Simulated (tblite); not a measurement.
Run report: C4H9ClGeO, geometry relaxation (part 1 of 3)

System: C4H9ClGeO.
Method: GFN2-xTB geometry optimisation, gas phase (tblite 0.8.0).

It belongs to a series of runs on one base structure; here: constitutional isomer.

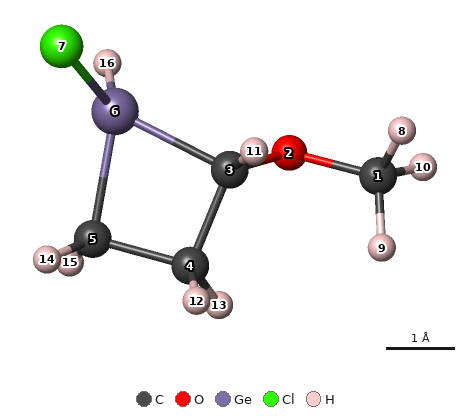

Figure 1. The input geometry (ball-and-stick view, seen on its broad side; atoms are numbered from 1 in the order of the input). Sticks mark near contacts. Bond lengths as drawn: Cl–Ge 2.16 Å, C–C 1.53 to 1.54 Å, C–Ge 1.93 to 1.95 Å, C–H 1.09 to 1.12 Å, C–O 1.41 to 1.42 Å and Ge–H 1.55 Å.

Results in brief:

| quantity | value |
| --- | --- |
| outcome | converged |
| total energy | −644.9710 eV |
| hardware | 1 CPU thread, shared host |
| wall time | 0.72 s |
| peak memory | 0.18 GiB |

The input:
```
{"job": {"kind": "relax", "xc": "GFN2-xTB", "basis": "xTB"}, "charge": 0, "multiplicity": 1}
C      2.426800     0.114500    -0.304700
O      1.209200     0.812900    -0.068300
C      0.237600    -0.107600     0.382000
C     -0.579200    -0.679300    -0.798200
C     -1.924100    -0.052800    -0.431600
Ge    -1.273500     0.861600     1.133900
Cl    -1.984200    -0.044800     2.961800
H      2.848600    -0.282400     0.645900
H      2.281900    -0.702900    -1.045300
H      3.151500     0.829500    -0.720900
H      0.588700    -0.877600     1.095500
H     -0.628400    -1.799100    -0.734400
H     -0.215000    -0.337200    -1.769300
H     -2.688700    -0.810000    -0.184600
H     -2.266200     0.676700    -1.212000
H     -1.192800     2.407300     1.038700
```

The first line tells a small driver script what to run in tblite; the rest is the geometry in Å.

Command:
```bash
OMP_NUM_THREADS=1 python <driver script> task.json out
```

The program's output:
```
step      E/eV     max force
  0    -644.45092    2.454
  1    -644.62317    0.844
  2    -644.69514    0.691
  3    -644.75373    0.610
  4    -644.80868    0.620
  5    -644.84778    0.496
  6    -644.86886    0.347
  7    -644.88173    0.263
  8    -644.89189    0.258
  9    -644.90026    0.233
 10    -644.90587    0.142
 11    -644.90979    0.154
 12    -644.91418    0.174
 13    -644.91937    0.160
 14    -644.92345    0.144
 15    -644.92569    0.083
 16    -644.92692    0.084
 17    -644.92779    0.073
 18    -644.92845    0.065
 19    -644.92888    0.049
 20    -644.92922    0.056
 21    -644.92956    0.056
 22    -644.92993    0.052
 23    -644.93033    0.058
 24    -644.93077    0.054
 25    -644.93129    0.063
 26    -644.93189    0.059
 27    -644.93256    0.065
 28    -644.93331    0.079
 29    -644.93415    0.078
 30    -644.93501    0.068
 31    -644.93577    0.067
 32    -644.93642    0.051
 33    -644.93705    0.058
 34    -644.93766    0.075
 35    -644.93827    0.074
 36    -644.93891    0.052
 37    -644.93958    0.067
 38    -644.94039    0.080
 39    -644.94146    0.096
 40    -644.94279    0.107
 41    -644.94407    0.082
 42    -644.94498    0.072
 43    -644.94552    0.064
 44    -644.94594    0.062
 45    -644.94633    0.078
 46    -644.94680    0.069
 47    -644.94723    0.035
 48    -644.94746    0.029
 49    -644.94764    0.045
 50    -644.94787    0.056
 51    -644.94807    0.045
 52    -644.94823    0.026
 53    -644.94833    0.025
 54    -644.94842    0.030
 55    -644.94850    0.031
 56    -644.94858    0.025
 57    -644.94866    0.023
 58    -644.94875    0.032
 59    -644.94889    0.044
 60    -644.94906    0.046
 61    -644.94926    0.040
 62    -644.94949    0.050
 63    -644.94979    0.056
 64    -644.95027    0.071
 65    -644.95100    0.086
 66    -644.95187    0.075
 67    -644.95250    0.099
 68    -644.95289    0.070
 69    -644.95333    0.054
 70    -644.95368    0.063
 71    -644.95410    0.060
 72    -644.95456    0.052
 73    -644.95496    0.053
 74    -644.95532    0.047
 75    -644.95576    0.042
 76    -644.95625    0.060
 77    -644.95585    0.158
 78    -644.95690    0.050
 79    -644.95717    0.042
 80    -644.95758    0.033
 81    -644.95796    0.039
 82    -644.95826    0.040
 83    -644.95862    0.042
 84    -644.95893    0.034
 85    -644.95924    0.045
 86    -644.95958    0.098
 87    -644.96007    0.075
 88    -644.96093    0.074
 89    -644.96210    0.065
 90    -644.96261    0.063
 91    -644.96323    0.063
 92    -644.96372    0.057
 93    -644.96457    0.067
 94    -644.96570    0.083
 95    -644.96692    0.080
 96    -644.96775    0.087
 97    -644.96831    0.050
 98    -644.96862    0.046
 99    -644.96896    0.044
100    -644.96925    0.040
101    -644.96960    0.032
102    -644.96989    0.032
103    -644.97017    0.030
104    -644.97036    0.032
105    -644.97047    0.024
106    -644.97055    0.022
107    -644.97063    0.019
108    -644.97070    0.018
109    -644.97075    0.020
110    -644.97079    0.018
111    -644.97083    0.014
112    -644.97088    0.019
113    -644.97091    0.021
114    -644.97094    0.016
115    -644.97096    0.009
```

Trajectory as extended XYZ (Å, eV, eV/Å), 30 of the 116 frames kept, from step=0 to step=115:
```
16
Properties=species:S:1:pos:R:3:forces:R:3 step=0 energy=-644.45092
C     2.4268    0.1145   -0.3047    0.3320   0.3360  -0.2440
O     1.2092    0.8129   -0.0683    1.0270  -1.1190   0.4560
C     0.2376   -0.1076    0.3820    0.9560   0.0180   0.0380
C    -0.5792   -0.6793   -0.7982   -0.2770  -0.8580   0.9110
C    -1.9241   -0.0528   -0.4316   -1.9130   0.0400  -1.5360
Ge   -1.2735    0.8616    1.1339   -0.3100   0.9580   1.0340
Cl   -1.9842   -0.0448    2.9618    0.1010   0.3560  -0.2260
H     2.8486   -0.2824    0.6459   -0.3110   0.0610  -0.5010
H     2.2819   -0.7029   -1.0453    0.0520   0.3210   0.4820
H     3.1515    0.8295   -0.7209   -0.2580  -0.1160   0.0970
H     0.5887   -0.8776    1.0955    0.5490   0.1190  -0.5900
H    -0.6284   -1.7991   -0.7344    0.1490   0.9370  -0.3520
H    -0.2150   -0.3372   -1.7693    0.0620  -0.1950   0.2740
H    -2.6887   -0.8100   -0.1846    0.0540   0.3860  -0.6100
H    -2.2662    0.6767   -1.2120   -0.1270  -0.9810   0.4520
H    -1.1928    2.4073    1.0387   -0.0860  -0.2640   0.3180
16
Properties=species:S:1:pos:R:3:forces:R:3 step=4 energy=-644.80868
C     2.4681    0.1123   -0.3161   -0.0810   0.0330   0.0760
O     1.2722    0.7692   -0.0281   -0.3170   0.4670  -0.0200
C     0.2636   -0.1043    0.3955   -0.1200   0.0140   0.1900
C    -0.6094   -0.6737   -0.7488    0.1260   0.0040  -0.0500
C    -1.9882   -0.0586   -0.4686    0.0310   0.1360   0.2980
Ge   -1.2983    0.8965    1.1614    0.0440  -0.2980  -0.3930
Cl   -1.9784   -0.0017    2.9532   -0.0610   0.1960   0.1680
H     2.8468   -0.2941    0.6141    0.4950  -0.2850   0.2420
H     2.2949   -0.6932   -1.0207    0.1260  -0.2670  -0.3130
H     3.1506    0.8438   -0.7264    0.1720   0.1020  -0.0790
H     0.6626   -0.8862    1.0479    0.1920  -0.1540  -0.0460
H    -0.6203   -1.7589   -0.7579   -0.0910  -0.1620   0.1590
H    -0.2160   -0.3646   -1.7137    0.0560   0.1980  -0.0610
H    -2.7363   -0.8062   -0.2485   -0.2780  -0.0940  -0.1850
H    -2.3156    0.6211   -1.2407   -0.2180  -0.1060  -0.2790
H    -1.2038    2.4073    1.0859   -0.0740   0.2140   0.2930
16
Properties=species:S:1:pos:R:3:forces:R:3 step=8 energy=-644.89189
C     2.4767    0.1127   -0.3106    0.0700  -0.0480  -0.0230
O     1.2746    0.7836   -0.0143    0.1030  -0.2360  -0.0090
C     0.2672   -0.1053    0.4154   -0.0140  -0.0620  -0.1470
C    -0.6134   -0.6705   -0.7374   -0.0310  -0.0150  -0.0760
C    -2.0141   -0.0589   -0.4719    0.0880  -0.1180  -0.1670
Ge   -1.3083    0.8890    1.1402   -0.0640   0.0830   0.1250
Cl   -1.9854    0.0498    2.9711   -0.0490   0.1610   0.0430
H     2.9038   -0.3239    0.6089    0.0060   0.1010  -0.1840
H     2.3190   -0.7013   -1.0363    0.0260   0.1830   0.0670
H     3.1631    0.8502   -0.7308   -0.0530  -0.0850   0.0750
H     0.7151   -0.9046    1.0210   -0.0850   0.0380   0.0220
H    -0.6311   -1.7605   -0.7413   -0.0340   0.0230   0.0820
H    -0.2101   -0.3456   -1.6966   -0.0220   0.0650   0.0120
H    -2.7839   -0.8101   -0.2973    0.0720   0.0010   0.0520
H    -2.3600    0.5788   -1.2821    0.0470  -0.0130  -0.0260
H    -1.2210    2.4256    1.1505   -0.0600  -0.0770   0.1540
16
Properties=species:S:1:pos:R:3:forces:R:3 step=12 energy=-644.91418
C     2.4878    0.1073   -0.3127    0.0040   0.0300  -0.0440
O     1.2826    0.7625   -0.0132   -0.0340   0.0970   0.0070
C     0.2639   -0.1160    0.4035    0.0160   0.0410   0.0750
C    -0.6155   -0.6740   -0.7472    0.0110   0.0000   0.0340
C    -2.0113   -0.0702   -0.4923   -0.0650   0.0930   0.0730
Ge   -1.3191    0.8902    1.1427    0.0290  -0.0590  -0.0620
Cl   -2.0003    0.1002    2.9904   -0.0560   0.0870   0.0420
H     2.9335   -0.3242    0.5883    0.0240  -0.0680   0.0960
H     2.3323   -0.6861   -1.0449    0.0180  -0.1190  -0.1260
H     3.1661    0.8476   -0.7237    0.0500   0.1230  -0.0460
H     0.7093   -0.9078    1.0183   -0.1190  -0.0630   0.0330
H    -0.6404   -1.7616   -0.7236    0.0350  -0.0170  -0.1140
H    -0.2106   -0.3286   -1.6966    0.0050  -0.1040  -0.0600
H    -2.7832   -0.8146   -0.3021    0.0710  -0.0380   0.0310
H    -2.3630    0.5631   -1.3031    0.0530   0.0040  -0.0150
H    -1.2397    2.4211    1.2050   -0.0410  -0.0060   0.0770
16
Properties=species:S:1:pos:R:3:forces:R:3 step=16 energy=-644.92692
C     2.4990    0.1056   -0.3228   -0.0270   0.0040   0.0140
O     1.2888    0.7555   -0.0107    0.0090  -0.0100   0.0180
C     0.2635   -0.1174    0.4029    0.0140  -0.0090   0.0030
C    -0.6153   -0.6741   -0.7501    0.0330  -0.0010  -0.0090
C    -2.0114   -0.0667   -0.4950    0.0520  -0.0360   0.0050
Ge   -1.3225    0.8866    1.1420    0.0150   0.0410   0.0420
Cl   -2.0217    0.1500    3.0083   -0.0340   0.0210  -0.0130
H     2.9473   -0.3304    0.5811   -0.0260  -0.0230  -0.0710
H     2.3452   -0.6873   -1.0658    0.0530   0.0600   0.0250
H     3.1714    0.8638   -0.7249   -0.0550  -0.0420   0.0030
H     0.6792   -0.9193    1.0250    0.0120  -0.0150   0.0140
H    -0.6389   -1.7628   -0.7360    0.0110   0.0010  -0.0410
H    -0.2118   -0.3410   -1.7054    0.0130  -0.0260  -0.0140
H    -2.7671   -0.8242   -0.2957   -0.0220   0.0210  -0.0130
H    -2.3532    0.5574   -1.3172   -0.0300  -0.0090   0.0480
H    -1.2600    2.4132    1.2527   -0.0150   0.0230  -0.0110
16
Properties=species:S:1:pos:R:3:forces:R:3 step=20 energy=-644.92922
C     2.4972    0.1064   -0.3233    0.0090  -0.0030  -0.0100
O     1.2893    0.7537   -0.0059   -0.0080  -0.0100   0.0170
C     0.2652   -0.1200    0.4044   -0.0050  -0.0210   0.0030
C    -0.6107   -0.6751   -0.7515   -0.0110  -0.0120  -0.0040
C    -2.0061   -0.0696   -0.4931   -0.0190   0.0100   0.0100
Ge   -1.3203    0.8902    1.1458    0.0030  -0.0140  -0.0200
Cl   -2.0324    0.1631    3.0099   -0.0290   0.0090  -0.0030
H     2.9473   -0.3376    0.5725    0.0120  -0.0230   0.0200
H     2.3541   -0.6812   -1.0698   -0.0330  -0.0080  -0.0450
H     3.1658    0.8641   -0.7257    0.0130   0.0370   0.0060
H     0.6767   -0.9236    1.0282    0.0220   0.0010   0.0020
H    -0.6359   -1.7637   -0.7452    0.0140  -0.0140   0.0060
H    -0.2088   -0.3467   -1.7093    0.0180   0.0260   0.0080
H    -2.7669   -0.8230   -0.2964    0.0110  -0.0070   0.0140
H    -2.3557    0.5549   -1.3114    0.0040   0.0120   0.0180
H    -1.2664    2.4171    1.2593   -0.0020   0.0170  -0.0230
16
Properties=species:S:1:pos:R:3:forces:R:3 step=24 energy=-644.93077
C     2.4982    0.1052   -0.3263   -0.0100  -0.0020  -0.0030
O     1.2895    0.7481    0.0021    0.0200   0.0150  -0.0220
C     0.2658   -0.1281    0.4061    0.0270   0.0230   0.0280
C    -0.6090   -0.6784   -0.7532    0.0150   0.0150   0.0320
C    -2.0040   -0.0713   -0.4892    0.0060  -0.0080  -0.0090
Ge   -1.3177    0.8908    1.1456   -0.0040   0.0060   0.0130
Cl   -2.0498    0.1752    3.0085   -0.0140   0.0120  -0.0130
H     2.9484   -0.3488    0.5668    0.0060   0.0000  -0.0510
H     2.3513   -0.6743   -1.0834   -0.0070   0.0340   0.0050
H     3.1629    0.8723   -0.7224   -0.0090  -0.0260   0.0350
H     0.6814   -0.9274    1.0318   -0.0100  -0.0370   0.0000
H    -0.6298   -1.7678   -0.7512   -0.0140   0.0130  -0.0020
H    -0.2021   -0.3434   -1.7078   -0.0190   0.0140   0.0320
H    -2.7642   -0.8244   -0.2916    0.0000  -0.0170   0.0130
H    -2.3570    0.5580   -1.3013    0.0040   0.0010  -0.0260
H    -1.2714    2.4233    1.2540    0.0100  -0.0430  -0.0310
16
Properties=species:S:1:pos:R:3:forces:R:3 step=28 energy=-644.93331
C     2.4972    0.1037   -0.3335   -0.0080   0.0220  -0.0030
O     1.2934    0.7430    0.0126   -0.0330  -0.0040   0.0610
C     0.2727   -0.1364    0.4179   -0.0500  -0.0160  -0.0100
C    -0.6032   -0.6793   -0.7456   -0.0090   0.0190  -0.0050
C    -2.0011   -0.0752   -0.4841    0.0220   0.0100   0.0310
Ge   -1.3154    0.8904    1.1473   -0.0100  -0.0330   0.0080
Cl   -2.0854    0.2014    3.0031   -0.0040   0.0010   0.0130
H     2.9548   -0.3713    0.5433   -0.0160  -0.0310  -0.0070
H     2.3431   -0.6539   -1.1093    0.0140   0.0060  -0.0190
H     3.1593    0.8813   -0.7070    0.0450   0.0050  -0.0300
H     0.6878   -0.9440    1.0364   -0.0210   0.0370  -0.0070
H    -0.6235   -1.7693   -0.7598   -0.0050   0.0380   0.0160
H    -0.1958   -0.3305   -1.6941   -0.0030   0.0070   0.0000
H    -2.7585   -0.8314   -0.2808    0.0230   0.0240  -0.0200
H    -2.3571    0.5592   -1.2933    0.0210  -0.0760  -0.0060
H    -1.2759    2.4212    1.2354    0.0330  -0.0070  -0.0220
16
Properties=species:S:1:pos:R:3:forces:R:3 step=32 energy=-644.93642
C     2.4934    0.1066   -0.3436    0.0090  -0.0100   0.0060
O     1.2943    0.7367    0.0405    0.0440   0.0190   0.0180
C     0.2731   -0.1483    0.4330    0.0300   0.0270   0.0070
C    -0.5964   -0.6759   -0.7370    0.0070  -0.0060  -0.0230
C    -1.9927   -0.0782   -0.4713   -0.0330  -0.0080  -0.0270
Ge   -1.3150    0.8841    1.1543   -0.0040   0.0260   0.0160
Cl   -2.1343    0.2362    3.0004    0.0050  -0.0110   0.0420
H     2.9570   -0.4086    0.5072   -0.0290  -0.0140   0.0100
H     2.3349   -0.6210   -1.1478   -0.0270   0.0330  -0.0110
H     3.1628    0.8918   -0.6922   -0.0280  -0.0020  -0.0020
H     0.6883   -0.9596    1.0433   -0.0130  -0.0070   0.0330
H    -0.6169   -1.7635   -0.7675    0.0140  -0.0330   0.0060
H    -0.1882   -0.3108   -1.6777    0.0170   0.0070  -0.0400
H    -2.7451   -0.8372   -0.2696   -0.0200  -0.0360   0.0050
H    -2.3516    0.5427   -1.2868   -0.0200   0.0030  -0.0410
H    -1.2712    2.4139    1.2034    0.0490   0.0120   0.0010
16
Properties=species:S:1:pos:R:3:forces:R:3 step=36 energy=-644.93891
C     2.4917    0.1075   -0.3471   -0.0250  -0.0010   0.0060
O     1.3015    0.7381    0.0636   -0.0350  -0.0140  -0.0040
C     0.2758   -0.1490    0.4422   -0.0300  -0.0090  -0.0030
C    -0.5907   -0.6732   -0.7363    0.0140   0.0060   0.0170
C    -1.9931   -0.0826   -0.4706    0.0330  -0.0260  -0.0230
Ge   -1.3171    0.8830    1.1603   -0.0120  -0.0170  -0.0410
Cl   -2.1566    0.2504    3.0091    0.0390   0.0210  -0.0230
H     2.9504   -0.4343    0.4897    0.0130  -0.0080  -0.0250
H     2.3217   -0.5945   -1.1716   -0.0400   0.0110   0.0100
H     3.1618    0.8965   -0.6849    0.0010  -0.0020   0.0390
H     0.6838   -0.9654    1.0534   -0.0130   0.0240  -0.0070
H    -0.6095   -1.7626   -0.7687    0.0360   0.0340  -0.0170
H    -0.1820   -0.2991   -1.6756   -0.0100  -0.0340   0.0290
H    -2.7409   -0.8474   -0.2645    0.0230   0.0010  -0.0100
H    -2.3535    0.5292   -1.2940   -0.0240   0.0000   0.0230
H    -1.2510    2.4124    1.1835    0.0300   0.0140   0.0280
16
Properties=species:S:1:pos:R:3:forces:R:3 step=40 energy=-644.94279
C     2.4789    0.1084   -0.3541   -0.0210   0.0200  -0.0040
O     1.3043    0.7336    0.1063   -0.0120   0.0250   0.0200
C     0.2732   -0.1554    0.4618   -0.0200   0.0100   0.0240
C    -0.5751   -0.6693   -0.7296   -0.0430  -0.0270  -0.0420
C    -1.9842   -0.0989   -0.4745   -0.0570   0.0580   0.0700
Ge   -1.3243    0.8803    1.1579    0.0100   0.0630  -0.0100
Cl   -2.1930    0.2969    3.0132    0.0560   0.0270  -0.0600
H     2.9447   -0.4901    0.4396   -0.0350  -0.0070  -0.0210
H     2.2827   -0.5360   -1.2183   -0.0070  -0.0140   0.0120
H     3.1570    0.9065   -0.6514    0.0090   0.0010   0.0200
H     0.6713   -0.9752    1.0724    0.0090  -0.0240   0.0080
H    -0.5800   -1.7552   -0.7811    0.0110  -0.0800   0.0060
H    -0.1687   -0.2855   -1.6624    0.0600   0.0510  -0.0410
H    -2.7215   -0.8693   -0.2549    0.0200  -0.0290  -0.0140
H    -2.3644    0.5061   -1.2948    0.0250  -0.0280   0.0060
H    -1.2086    2.4121    1.1583   -0.0050  -0.0450   0.0280
16
Properties=species:S:1:pos:R:3:forces:R:3 step=44 energy=-644.94594
C     2.4653    0.1120   -0.3572   -0.0020  -0.0090   0.0020
O     1.3021    0.7347    0.1356    0.0120  -0.0260  -0.0040
C     0.2669   -0.1578    0.4749    0.0160  -0.0170  -0.0150
C    -0.5686   -0.6696   -0.7306    0.0240   0.0060   0.0180
C    -1.9828   -0.1052   -0.4713    0.0270  -0.0370  -0.0320
Ge   -1.3262    0.8869    1.1520    0.0320  -0.0240  -0.0130
Cl   -2.1984    0.3266    3.0060    0.0250   0.0110  -0.0080
H     2.9314   -0.5246    0.4069   -0.0610   0.0130  -0.0030
H     2.2535   -0.5007   -1.2419    0.0050   0.0320   0.0220
H     3.1544    0.9110   -0.6264   -0.0120  -0.0080  -0.0040
H     0.6619   -0.9810    1.0850   -0.0070  -0.0060  -0.0100
H    -0.5592   -1.7583   -0.7882   -0.0290   0.0330  -0.0110
H    -0.1536   -0.2724   -1.6577   -0.0110   0.0110   0.0430
H    -2.7067   -0.8880   -0.2511   -0.0060   0.0030   0.0220
H    -2.3697    0.4879   -1.2959    0.0080  -0.0100  -0.0140
H    -1.1778    2.4075    1.1485   -0.0200   0.0290   0.0070
16
Properties=species:S:1:pos:R:3:forces:R:3 step=48 energy=-644.94746
C     2.4571    0.1142   -0.3611    0.0010  -0.0060   0.0040
O     1.3033    0.7306    0.1574   -0.0090  -0.0040  -0.0220
C     0.2680   -0.1652    0.4843   -0.0030  -0.0060   0.0120
C    -0.5600   -0.6691   -0.7268   -0.0100  -0.0040  -0.0070
C    -1.9771   -0.1149   -0.4716   -0.0080   0.0230   0.0120
Ge   -1.3213    0.8873    1.1479   -0.0230   0.0180  -0.0010
Cl   -2.2084    0.3548    3.0007    0.0150  -0.0050   0.0200
H     2.9137   -0.5519    0.3816   -0.0040   0.0010   0.0100
H     2.2363   -0.4681   -1.2629   -0.0030   0.0170  -0.0040
H     3.1511    0.9152   -0.6092    0.0090  -0.0130   0.0090
H     0.6566   -0.9917    1.0925    0.0160  -0.0160   0.0060
H    -0.5514   -1.7556   -0.7973    0.0100  -0.0120  -0.0210
H    -0.1437   -0.2568   -1.6449    0.0060   0.0060  -0.0110
H    -2.6965   -0.8999   -0.2416    0.0140   0.0140   0.0100
H    -2.3697    0.4716   -1.2986    0.0040  -0.0230  -0.0130
H    -1.1656    2.4086    1.1383   -0.0130   0.0090  -0.0050
16
Properties=species:S:1:pos:R:3:forces:R:3 step=52 energy=-644.94823
C     2.4511    0.1147   -0.3613   -0.0060   0.0010  -0.0040
O     1.3001    0.7287    0.1647   -0.0030   0.0060   0.0130
C     0.2665   -0.1703    0.4907   -0.0080   0.0050  -0.0100
C    -0.5566   -0.6692   -0.7262    0.0040  -0.0010   0.0000
C    -1.9743   -0.1168   -0.4715    0.0010  -0.0100  -0.0150
Ge   -1.3226    0.8915    1.1445    0.0140   0.0070   0.0180
Cl   -2.2043    0.3671    3.0028    0.0060  -0.0030   0.0090
H     2.9000   -0.5665    0.3719    0.0060  -0.0080  -0.0040
H     2.2253   -0.4471   -1.2741    0.0120  -0.0200  -0.0110
H     3.1521    0.9133   -0.5968    0.0090   0.0010   0.0230
H     0.6561   -0.9991    1.0974   -0.0010   0.0210  -0.0100
H    -0.5450   -1.7554   -0.8077    0.0050   0.0020  -0.0110
H    -0.1377   -0.2475   -1.6396   -0.0040  -0.0010   0.0050
H    -2.6882   -0.9035   -0.2334   -0.0080  -0.0040   0.0190
H    -2.3699    0.4563   -1.3055   -0.0140   0.0080  -0.0130
H    -1.1602    2.4127    1.1326   -0.0120  -0.0030  -0.0100
```
